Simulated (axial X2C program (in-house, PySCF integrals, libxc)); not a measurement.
**SbCr: bond curves with and without spin–orbit coupling**

What are the state, bond length, wavenumber and bond energy of SbCr, and what does spin–orbit coupling change?

Program: an in-house X2C program for linear molecules on PySCF integrals. Level of theory: all-electron X2C, Sb dyall-cv3z, Cr dyall-cv3z. These are calculated values, not measurements.

**1. Set-up**

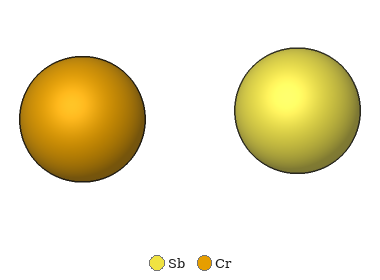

The two atoms at 2.620 Å (antimony yellow, chromium amber).

The input, task.json:

```json
{
 "zs": [
  51,
  24
 ],
 "q": 0,
 "bas": [
  "dyall-cv3z",
  "dyall-cv3z"
 ],
 "levels": [
  "PBE0",
  "HF",
  "PBE"
 ],
 "cc": true,
 "r0": 2.62,
 "thr": -1.0,
 "nmax": 90,
 "npts": 10,
 "nst": 2,
 "ntry": 6
}
```

Keys: zs atomic numbers; q charge; bas basis sets; levels methods (HF also brings MP2); cc coupled cluster on or off; r0 starting distance in Å; thr threshold in hartree for freezing inner shells (an s shell follows its p shell); nmax most natural virtual spinors; npts points asked for on the curve; nst determinants followed; ntry starts of the search.

On the command line:

```bash
$ python so2c.py task.json out
```

Spin-free means the one-electron spin-free X2C Hamiltonian; two-component (2c) means X2C with spin–orbit coupling and atomic mean-field two-electron Coulomb and Gaunt terms. Basis: Sb dyall-cv3z contracted to [11s12p8d4f1g], Cr dyall-cv3z contracted to [9s10p6d3f2g]; Gaussian nuclei, density fitting. Masses: Sb 120.904 u, Cr 51.941 u.

Notation: σ, π±, δ± give the projection m of an orbital's angular momentum (0, ±1, ±2), α and β its spin, Λ and M_S the sums; ω is the projection of a spinor's total angular momentum and Ω the sum. Logs are in hartree.

The results follow Hamiltonian by Hamiltonian and level by level.

**2. State search with PBE0**

PBE0 moves the distance from 2.620 Å to 2.735 Å and compares determinants there.

Spin-free determinants:

```json
{"ΔE (eV)": "0.00", "state": "M_S = 7/2, Λ = 0", "open shells": "beyond closed shells: σα, 2 × π+α, 2 × π-α, δ+α, δ-α"}
{"ΔE (eV)": "0.50", "state": "M_S = 5/2, Λ = 2", "open shells": "beyond closed shells: σα, 2 × π+α, π+β, π-α, δ+α, δ-α"}
{"ΔE (eV)": "0.50", "state": "M_S = 5/2, Λ = 0", "open shells": "beyond closed shells: σα, π+α, π+β, 2 × π-α, δ+α, δ-α"}
{"ΔE (eV)": "1.07", "state": "M_S = 7/2, Λ = 1", "open shells": "beyond closed shells: 2 × σα, 2 × π+α, π+β, 2 × π-α, δ+α, δ-α"}
{"ΔE (eV)": "1.37", "state": "M_S = 7/2, Λ = 1", "open shells": "beyond closed shells: 2 × σα, 2 × π+α, π-α, δ+α, δ-α"}
{"ΔE (eV)": "1.63", "state": "M_S = 5/2, Λ = 1", "open shells": "beyond closed shells: 2 × π+α, π+β, 2 × π-α, δ+α, δ-α"}
{"ΔE (eV)": "1.72", "state": "M_S = 9/2, Λ = 0", "open shells": "beyond closed shells: 3 × σα, 2 × π+α, 2 × π-α, δ+α, δ-α"}
```

Two-component determinants:

```csv
ΔE (eV),state,open shells
0.00,Ω = 7/2,"excess of +ω over −ω: ω = -1/2, ω = 3/2, ω = 5/2"
0.16,Ω = 5/2,excess of +ω over −ω: ω = 5/2
0.42,Ω = 9/2,"excess of +ω over −ω: ω = 1/2, ω = 3/2, ω = 5/2"
0.50,Ω = 1/2,"excess of +ω over −ω: ω = -1/2, ω = -3/2, ω = 5/2"
0.77,Ω = 5/2,excess of +ω over −ω: ω = 5/2
1.78,Ω = 3/2,"excess of +ω over −ω: 2 × ω = -1/2, ω = 5/2"
1.90,Ω = 3/2,excess of +ω over −ω: ω = 3/2
```

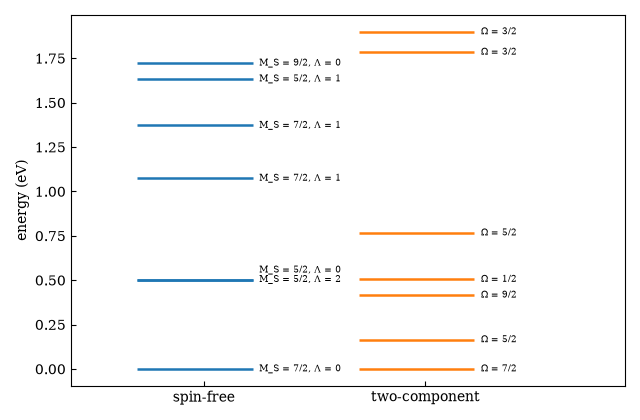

The determinants found, each set from its own lowest.

**3. PBE0, spin-free**

State followed: M_S = 7/2, Λ = 0 (beyond closed shells: σα, 2 × π+α, 2 × π-α, δ+α, δ-α). The scan is laid around 2.735 Å, a first estimate of the minimum, and this SCF restarts from the orbitals of the search.

Output at 2.735 Å:

```text
spin-free X2C-1e  PBE0
basis functions 232  fitting functions 1259  grid points 5803
iter        total energy     max residual
   1      -7531.103317097     6.22e-05
   2      -7531.103317125     4.73e-05
   3      -7531.103317158     2.24e-05
   4      -7531.103317164     1.29e-05
converged
one-electron -10822.47667363  Coulomb 3275.41105494  exact exchange -54.35860509  xc functional -166.50282507  nuclear repulsion 236.82373169
```

Along the bond, energies from the lowest point:

```tsv
R (Å)	E (eV)	μ (D)	HOMO (eV)	LUMO (eV)	iterations
2.379	0.5320	3.42	-5.28	-2.89	29
2.489	0.2185	3.57	-5.32	-2.76	18
2.571	0.0858	3.67	-5.34	-2.68	14
2.653	0.0183	3.77	-5.37	-2.60	14
2.735	0.0000	3.87	-5.40	-2.54	4
2.831	0.0246	3.97	-5.43	-2.48	16
2.926	0.0847	4.06	-5.40	-2.52	13
3.050	0.1963	4.14	-5.34	-2.62	13
3.200	0.3622	4.20	-5.28	-2.74	13
```

Dipoles are positive if Cr is the positive end.

Outer orbitals at the reference distance:

| symmetry | occupied | ε (eV) | atomic character |
| --- | --- | --- | --- |
| π-α | yes | -35.24 | 100% Sb d |
| π+α | yes | -35.24 | 100% Sb d |
| σα | yes | -35.19 | 100% Sb d |
| δ-β | yes | -35.18 | 100% Sb d |
| δ+β | yes | -35.18 | 100% Sb d |
| π+β | yes | -35.13 | 100% Sb d |
| π-β | yes | -35.13 | 100% Sb d |
| σβ | yes | -35.12 | 100% Sb d |
| σα | yes | -14.19 | 80% Sb s, 9% Cr p, 5% Cr d |
| σβ | yes | -12.58 | 81% Sb s, 9% Cr p, 5% Cr s |
| π+α | yes | -6.64 | 70% Cr d, 29% Sb p |
| π-α | yes | -6.64 | 70% Cr d, 29% Sb p |
| σα | yes | -6.47 | 53% Sb p, 27% Cr d, 14% Cr s |
| δ-α | yes | -6.11 | 100% Cr d |
| δ+α | yes | -6.11 | 100% Cr d |
| σα | yes | -5.72 | 57% Cr d, 34% Cr s, 8% Sb p |
| σβ | yes | -5.51 | 75% Sb p, 15% Cr s, 3% Cr d |
| π+α | yes | -5.40 | 61% Sb p, 32% Cr d, 6% Cr p |
| π-α | yes | -5.40 | 61% Sb p, 32% Cr d, 6% Cr p |
| π-β | no | -2.54 | 84% Sb p, 9% Cr p, 7% Cr d |
| π+β | no | -2.54 | 84% Sb p, 9% Cr p, 7% Cr d |
| σα | no | -2.36 | 37% Cr p, 30% Cr s, 20% Sb p |
| σβ | no | -1.45 | 64% Cr s, 24% Cr p, 6% Sb p |

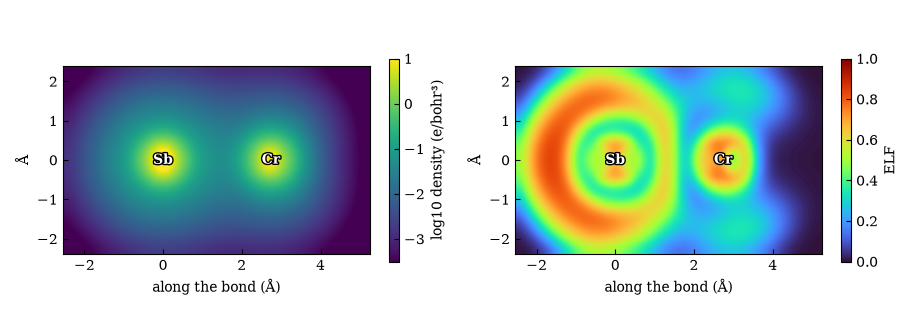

PBE0 fields in a plane through the axis, from a grid of 0.3 Å; Sb lies at z = 0 and Cr at z = 2.735 Å; the ELF is damped to zero where the density is low.

Re = 2.731 Å, ωe = 203.7 cm⁻¹, ωexe = 0.606 cm⁻¹, Be = 0.06223 cm⁻¹, De = 1.04 eV, μ = 3.86 D.

**4. HF, spin-free**

Output at 2.735 Å:

```text
spin-free X2C-1e  HF
basis functions 232  fitting functions 1259  grid points 5803
iter        total energy     max residual
   1      -7527.676307372     3.37e-01
   2      -7527.709518434     8.12e-03
   3      -7527.711833026     1.56e-02
   4      -7527.712263160     4.86e-03
   5      -7527.712492376     2.72e-03
   6      -7527.712714976     5.98e-03
   7      -7527.712802124     3.29e-03
   8      -7527.712829327     3.71e-04
   9      -7527.712834417     5.50e-04
  10      -7527.712835440     2.71e-04
  11      -7527.712835619     1.85e-05
  12      -7527.712835634     2.11e-05
  13      -7527.712835638     1.03e-05
  14      -7527.712835639     2.53e-06
converged
one-electron -10823.09287186  Coulomb 3276.18971561  exact exchange -217.63341108  xc functional 0.00000000  nuclear repulsion 236.82373169
```

Re = 2.853 Å, ωe = 176.2 cm⁻¹, ωexe = 0.688 cm⁻¹, Be = 0.05698 cm⁻¹, De = -0.037 eV, μ = 6.08 D.

**5. PBE, spin-free**

Output at 2.735 Å:

```text
spin-free X2C-1e  PBE
basis functions 232  fitting functions 1259  grid points 5803
iter        total energy     max residual
   1      -7531.008612938     1.16e-01
   2      -7531.012129542     1.49e-02
   3      -7531.013584914     1.62e-02
   4      -7531.013967030     1.13e-02
   5      -7531.014074366     5.78e-03
   6      -7531.014108542     3.91e-04
   7      -7531.014110364     5.46e-04
   8      -7531.014111239     1.72e-04
   9      -7531.014111267     5.90e-05
  10      -7531.014111288     2.34e-05
  11      -7531.014111289     1.31e-05
converged
one-electron -10821.37968950  Coulomb 3274.24504987  exact exchange 0.00000000  xc functional -220.70320335  nuclear repulsion 236.82373169
```

Re = 2.732 Å, ωe = 200.8 cm⁻¹, ωexe = 0.62 cm⁻¹, Be = 0.06214 cm⁻¹, De = 1.21 eV, μ = 2.89 D.

**6. MP2 and beyond, spin-free**

Correlated methods: 11 electrons correlated (frozen shells, counted by type: Sb 4 s, 3 p, 2 d; Cr 3 s, 2 p), 323 virtual spinors in MP2, 90 natural virtuals in coupled cluster.

Output of the correlated part at 2.735 Å:

```text
correlated 11  virtual 323  natural virtual 90  E(MP2) -0.186511073  MP2 remainder -0.009458159
iter   CCSD correlation   residual
   1     -0.192453130   1.12e-01
   2     -0.198747991   4.83e-02
   3     -0.200040220   2.32e-02
   4     -0.200456301   1.33e-02
   5     -0.200609502   6.66e-03
   6     -0.200632497   3.81e-03
   7     -0.200661471   2.31e-03
   8     -0.200678263   1.11e-03
   9     -0.200678412   4.32e-04
  10     -0.200680541   1.67e-04
  11     -0.200680272   6.38e-05
  12     -0.200680797   2.35e-05
  13     -0.200680955   1.03e-05
  14     -0.200681084   5.24e-06
  15     -0.200681128   2.76e-06
  16     -0.200681153   1.55e-06
  17     -0.200681172   9.23e-07
(T) -0.008062349  T1 0.0434  D1 0.0931  max T2 0.061
```

T1 in the output is the amplitude norm over the root of the electron number; divide by √2 for the Lee–Taylor value.

MP2: Re = 2.725 Å, ωe = 209.3 cm⁻¹, Be = 0.06248 cm⁻¹, De = 0.716 eV.

CCSD: Re = 2.748 Å, ωe = 202.2 cm⁻¹, ωexe = 0.513 cm⁻¹, Be = 0.06146 cm⁻¹, De = 0.863 eV. T1 at Re = 0.031 (Lee–Taylor, the printed value over √2).

CCSD(T): Re = 2.743 Å, ωe = 202.9 cm⁻¹, ωexe = 0.526 cm⁻¹, Be = 0.06168 cm⁻¹, De = 0.945 eV. T1 at Re = 0.031 (Lee–Taylor, the printed value over √2).

**7. A higher determinant, spin-free**

State: M_S = 5/2, Λ = 2 (beyond closed shells: σα, 2 × π+α, π+β, π-α, δ+α, δ-α).

Output at the reference distance:

```text
spin-free X2C-1e  PBE0
basis functions 232  fitting functions 1259  grid points 5803
iter        total energy     max residual
   1      -7531.084817959     4.72e-05
   2      -7531.084817973     4.94e-05
   3      -7531.084817998     2.74e-05
   4      -7531.084818004     9.29e-06
converged
one-electron -10822.08348142  Coulomb 3274.97906319  exact exchange -54.33795002  xc functional -166.46618144  nuclear repulsion 236.82373169
```

```tsv
R (Å)	E above the lowest PBE0 point (eV)
2.379	0.678
2.489	0.506
2.571	0.460
2.653	0.464
2.735	0.503
2.831	0.580
2.926	0.679
3.050	0.824
3.200	1.012
```

Re = 2.604 Å, ωe = 219.2 cm⁻¹, ωexe = 0.762 cm⁻¹, Be = 0.06845 cm⁻¹, μ = 4.01 D. Te = 0.46 eV.

**8. The spin-free curves together**

Energy (eV) of the followed determinant, spin-free, from each level's lowest point:

```tsv
R (Å)	PBE0	HF	MP2	CCSD	CCSD(T)	PBE
2.379	0.532	0.835	0.534	n/a	n/a	0.527
2.489	0.218	0.428	0.216	0.250	0.242	0.217
2.571	0.086	0.231	0.083	0.105	0.100	0.086
2.653	0.018	0.105	0.016	0.027	0.024	0.019
2.735	0.000	0.032	0.000	0.000	0.000	0.000
2.831	0.025	0.000	0.029	0.017	0.019	0.023
2.926	0.085	0.009	0.096	0.071	0.075	0.081
3.050	0.196	0.062	0.224	0.180	0.186	0.188
3.200	0.362	0.163	0.429	n/a	n/a	0.349
```

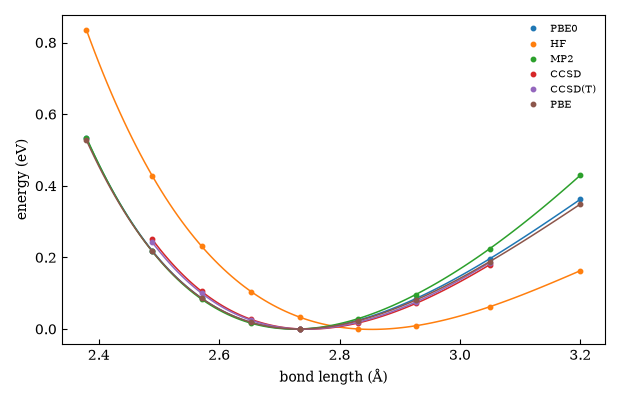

Curves of the followed state, spin-free, each from its own lowest point.

**9. PBE0, 2c**

State followed: Ω = 7/2 (excess of +ω over −ω: ω = -1/2, ω = 3/2, ω = 5/2). The scan is laid around 2.735 Å, a first estimate of the minimum, and this SCF restarts from the orbitals of the search.

The SCF at the reference distance of 2.735 Å:

```text
two-component X2C + atomic mean field  PBE0
basis functions 232  fitting functions 1259  grid points 5803
iter        total energy     max residual
   1      -7528.123530282     2.78e-05
   2      -7528.123530287     1.86e-05
converged
one-electron -10813.96651005  Coulomb 3273.80326686  exact exchange -54.32951758  xc functional -166.41809403  nuclear repulsion 236.82373169  atomic mean-field constant -4.03640717
```

Along the bond, energies from the lowest point:

```tsv
R (Å)	E (eV)	μ (D)	HOMO (eV)	LUMO (eV)	iterations
2.379	0.5288	3.44	-5.15	-3.05	36
2.489	0.2169	3.59	-5.18	-2.93	18
2.571	0.0850	3.70	-5.20	-2.85	14
2.653	0.0180	3.80	-5.23	-2.79	15
2.735	0.0000	3.90	-5.25	-2.75	2
2.831	0.0248	4.00	-5.27	-2.72	16
2.926	0.0851	4.10	-5.26	-2.72	13
3.050	0.1969	4.19	-5.21	-2.76	13
3.200	0.3634	4.27	-5.16	-2.84	13
```

Dipoles are positive if Cr is the positive end.

Outer spinors at the reference distance:

| ω | occupied | ε (eV) | atomic character | λ mixture |
| --- | --- | --- | --- | --- |
| 5/2 | yes | -34.93 | 100% Sb d | 100% δ |
| 3/2 | yes | -34.73 | 100% Sb d | 78% π, 22% δ |
| -3/2 | yes | -34.69 | 100% Sb d | 86% π, 14% δ |
| -5/2 | yes | -34.68 | 100% Sb d | 100% δ |
| -1/2 | yes | -34.67 | 100% Sb d | 64% σ, 36% π |
| 1/2 | yes | -34.67 | 100% Sb d | 58% σ, 42% π |
| 1/2 | yes | -14.17 | 80% Sb s, 9% Cr p, 5% Cr d | 100% σ |
| -1/2 | yes | -12.57 | 81% Sb s, 9% Cr p, 5% Cr s | 100% σ |
| -1/2 | yes | -6.74 | 61% Cr d, 37% Sb p | 98% π, 2% σ |
| 3/2 | yes | -6.58 | 76% Cr d, 23% Sb p | 100% π |
| 1/2 | yes | -6.49 | 53% Sb p, 27% Cr d, 13% Cr s | 99% σ, 1% π |
| -3/2 | yes | -6.16 | 100% Cr d | 100% δ |
| 5/2 | yes | -6.10 | 100% Cr d | 100% δ |
| 1/2 | yes | -5.74 | 57% Cr d, 34% Cr s, 8% Sb p | 100% σ |
| -1/2 | yes | -5.71 | 59% Sb p, 29% Cr d, 6% Cr s | 56% π, 44% σ |
| -1/2 | yes | -5.31 | 70% Sb p, 14% Cr d, 9% Cr s | 55% σ, 46% π |
| 3/2 | yes | -5.25 | 67% Sb p, 26% Cr d, 7% Cr p | 100% π |
| 1/2 | no | -2.75 | 73% Sb p, 11% Cr p, 8% Cr d | 85% π, 15% σ |
| -3/2 | no | -2.39 | 83% Sb p, 10% Cr p, 7% Cr d | 100% π |
| 1/2 | no | -2.30 | 34% Cr p, 30% Sb p, 24% Cr s | 86% σ, 14% π |
| -1/2 | no | -1.47 | 64% Cr s, 25% Cr p, 7% Sb p | 100% σ |

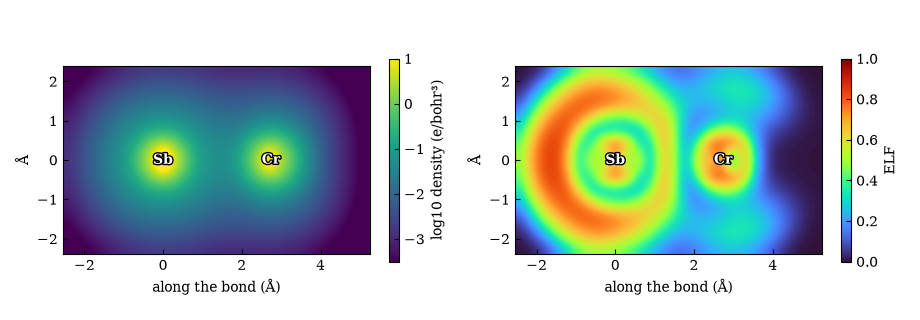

PBE0 fields in a plane through the axis, from a grid of 0.3 Å; Sb lies at z = 0 and Cr at z = 2.735 Å; the ELF is damped to zero where the density is low.

Re = 2.730 Å, ωe = 203.6 cm⁻¹, ωexe = 0.6 cm⁻¹, Be = 0.06225 cm⁻¹, De = 0.991 eV, μ = 3.89 D.

**10. HF, 2c**

Output at 2.735 Å:

```text
two-component X2C + atomic mean field  HF
basis functions 232  fitting functions 1259  grid points 5803
iter        total energy     max residual
   1      -7524.693988998     3.87e-01
   2      -7524.727303650     7.95e-03
   3      -7524.729659606     1.81e-02
   4      -7524.730107084     5.72e-03
   5      -7524.730351264     2.83e-03
   6      -7524.730592210     7.22e-03
   7      -7524.730686465     3.97e-03
   8      -7524.730715900     3.81e-04
   9      -7524.730721452     6.72e-04
  10      -7524.730722654     3.42e-04
  11      -7524.730722920     4.21e-05
  12      -7524.730722975     5.94e-05
  13      -7524.730723015     4.86e-05
  14      -7524.730723033     1.13e-05
  15      -7524.730723041     9.60e-06
  16      -7524.730723043     9.16e-06
  17      -7524.730723044     2.30e-06
converged
one-electron -10814.60666018  Coulomb 3274.60677060  exact exchange -217.51815798  xc functional 0.00000000  nuclear repulsion 236.82373169  atomic mean-field constant -4.03640717
```

Re = 2.851 Å, ωe = 177.5 cm⁻¹, ωexe = 0.63 cm⁻¹, Be = 0.0571 cm⁻¹, De = -0.063 eV, μ = 6.18 D.

**11. PBE, 2c**

Output at 2.735 Å:

```text
two-component X2C + atomic mean field  PBE
basis functions 232  fitting functions 1259  grid points 5803
iter        total energy     max residual
   1      -7528.029694942     1.33e-01
   2      -7528.033249003     1.48e-02
   3      -7528.034697199     1.85e-02
   4      -7528.035079342     1.29e-02
   5      -7528.035192894     6.59e-03
   6      -7528.035230189     5.86e-04
   7      -7528.035234573     8.26e-04
   8      -7528.035237204     4.94e-04
   9      -7528.035237841     1.25e-04
  10      -7528.035238080     2.33e-04
  11      -7528.035238160     2.18e-05
  12      -7528.035238165     7.64e-06
converged
one-electron -10812.85748186  Coulomb 3272.62473870  exact exchange 0.00000000  xc functional -220.58981952  nuclear repulsion 236.82373169  atomic mean-field constant -4.03640717
```

Re = 2.732 Å, ωe = 200.5 cm⁻¹, ωexe = 0.619 cm⁻¹, Be = 0.06215 cm⁻¹, De = 1.15 eV, μ = 2.90 D.

**12. MP2 and beyond, 2c**

Correlated methods: 11 electrons correlated (frozen shells, counted by type: Sb 4 s, 3 p, 2 d; Cr 3 s, 2 p), 323 virtual spinors in MP2, 90 natural virtuals in coupled cluster.

Output of the correlated part at 2.735 Å:

```text
correlated 11  virtual 323  natural virtual 90  E(MP2) -0.186209908  MP2 remainder -0.009816998
iter   CCSD correlation   residual
   1     -0.191851118   1.12e-01
   2     -0.198124649   4.79e-02
   3     -0.199395593   2.29e-02
   4     -0.199795480   1.31e-02
   5     -0.199943725   6.61e-03
   6     -0.199966437   3.81e-03
   7     -0.199994948   2.30e-03
   8     -0.200011766   1.11e-03
   9     -0.200011899   4.56e-04
  10     -0.200014069   2.00e-04
  11     -0.200013562   9.61e-05
  12     -0.200014139   5.31e-05
  13     -0.200014320   3.36e-05
  14     -0.200014458   1.94e-05
  15     -0.200014522   1.00e-05
  16     -0.200014540   5.23e-06
(T) -0.007954164  T1 0.0430  D1 0.0924  max T2 0.060
```

MP2: Re = 2.726 Å, ωe = 208.2 cm⁻¹, Be = 0.06242 cm⁻¹, De = 0.683 eV.

CCSD: Re = 2.747 Å, ωe = 201.7 cm⁻¹, ωexe = 0.496 cm⁻¹, Be = 0.06147 cm⁻¹, De = 0.826 eV. T1 at Re = 0.030 (Lee–Taylor, the printed value over √2).

CCSD(T): Re = 2.743 Å, ωe = 202.3 cm⁻¹, ωexe = 0.513 cm⁻¹, Be = 0.06169 cm⁻¹, De = 0.906 eV. T1 at Re = 0.030 (Lee–Taylor, the printed value over √2).

**13. A higher determinant, 2c**

State: Ω = 5/2 (excess of +ω over −ω: ω = 5/2).

Output at the reference distance:

```text
two-component X2C + atomic mean field  PBE0
basis functions 232  fitting functions 1259  grid points 5803
iter        total energy     max residual
   1      -7528.117492684     3.89e-05
   2      -7528.117492686     2.54e-05
   3      -7528.117492692     1.25e-05
converged
one-electron -10813.84920153  Coulomb 3273.64367622  exact exchange -54.31143428  xc functional -166.38785761  nuclear repulsion 236.82373169  atomic mean-field constant -4.03640717
```

```tsv
R (Å)	E above the lowest PBE0 point (eV)
2.379	0.378
2.489	0.193
2.571	0.138
2.653	0.133
2.735	0.164
2.831	0.232
2.926	0.323
3.050	0.459
3.200	0.637
```

Re = 2.621 Å, ωe = 213.2 cm⁻¹, ωexe = 0.744 cm⁻¹, Be = 0.06756 cm⁻¹, μ = 3.82 D. Te = 0.13 eV.

**14. The 2c curves together**

Energy (eV) of the followed determinant, 2c, from each level's lowest point:

```tsv
R (Å)	PBE0	HF	MP2	CCSD	CCSD(T)	PBE
2.379	0.529	0.828	0.534	n/a	n/a	0.525
2.489	0.217	0.423	0.217	0.249	0.241	0.216
2.571	0.085	0.228	0.084	0.104	0.099	0.085
2.653	0.018	0.103	0.017	0.027	0.024	0.019
2.735	0.000	0.031	0.000	0.000	0.000	0.000
2.831	0.025	0.000	0.028	0.017	0.019	0.023
2.926	0.085	0.010	0.094	0.071	0.075	0.081
3.050	0.197	0.065	0.219	0.180	0.185	0.188
3.200	0.363	0.170	0.422	n/a	n/a	0.348
```

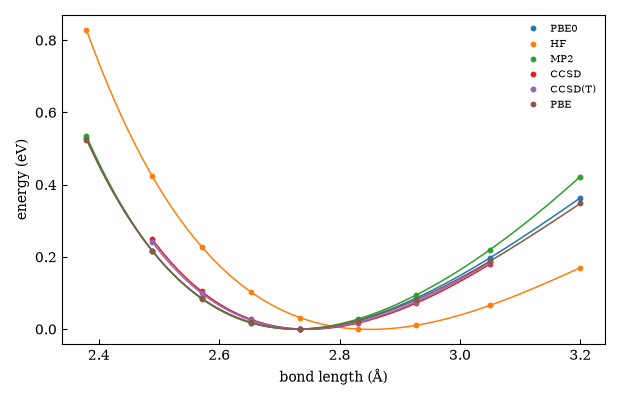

Curves of the followed state, 2c, each from its own lowest point.

Time for the job: 4.6 min (1 thread of Arm Neoverse V1, shared host); peak memory 0.78 GiB.

**15. Results**

Lowest determinant that the search found at its distance, spin-free: M_S = 7/2, Λ = 0 (beyond closed shells: σα, 2 × π+α, 2 × π-α, δ+α, δ-α).

Lowest determinant that the search found at its distance, 2c: Ω = 7/2 (excess of +ω over −ω: ω = -1/2, ω = 3/2, ω = 5/2).

| Hamiltonian | level | Re (Å) | ωe (cm⁻¹) | De (eV) | μ (D) |
| --- | --- | --- | --- | --- | --- |
| spin-free | PBE0 | 2.731 | 203.7 | 1.04 | 3.86 |
| spin-free | HF | 2.853 | 176.2 | -0.037 | 6.08 |
| spin-free | MP2 | 2.725 | 209.3 | 0.716 | n/a |
| spin-free | CCSD | 2.748 | 202.2 | 0.863 | n/a |
| spin-free | CCSD(T) | 2.743 | 202.9 | 0.945 | n/a |
| spin-free | PBE | 2.732 | 200.8 | 1.21 | 2.89 |
| 2c | PBE0 | 2.730 | 203.6 | 0.991 | 3.89 |
| 2c | HF | 2.851 | 177.5 | -0.063 | 6.18 |
| 2c | MP2 | 2.726 | 208.2 | 0.683 | n/a |
| 2c | CCSD | 2.747 | 201.7 | 0.826 | n/a |
| 2c | CCSD(T) | 2.743 | 202.3 | 0.906 | n/a |
| 2c | PBE | 2.732 | 200.5 | 1.15 | 2.90 |

Dipoles are positive if Cr is the positive end.

Time per point (s) on 1 thread of Arm Neoverse V1, shared host (2c runs; CCSD comes with the CCSD(T) run); the times are rough: PBE0 1.8, HF 1.6, MP2 2, CCSD(T) 6.9, PBE 0.8.

**Reading.** At CCSD(T), going from spin-free to two-component changes Re by 0 mÅ, ωe by -0.3 %, which is small (part of it comes from the scalar share of the two-electron terms). De moves by -0.04 eV; both De rest on single-determinant atoms, which can miss part of an open shell's spin–orbit lowering. De is negative at HF: there the minimum lies above the ground-state fragments.

De refers to Sb + Cr, each in the lowest determinant found, which need not be this curve's own limit. Each curve is one determinant whose occupation by symmetry is held fixed; it was picked as the lowest of a PBE0 search that is not exhaustive. Dissociation energies refer to the lowest single-determinant-based atoms at the same level and basis. Density functionals use the spin component along the axis (collinear). CCSD and (T) use frozen natural virtuals with an MP2 correction for the truncation. With several unpaired electrons one determinant need not be a pure state. At some level an empty orbital lies below a filled one. The spin-free determinant is spin-contaminated at some levels, which hurts MP2 most. With the outer-core shells frozen, correlated bond lengths of heavy atoms tend to come out a few hundredths of an ångström too long. T1 at Re is 0.031 (Lee–Taylor), above the customary mark of 0.02.
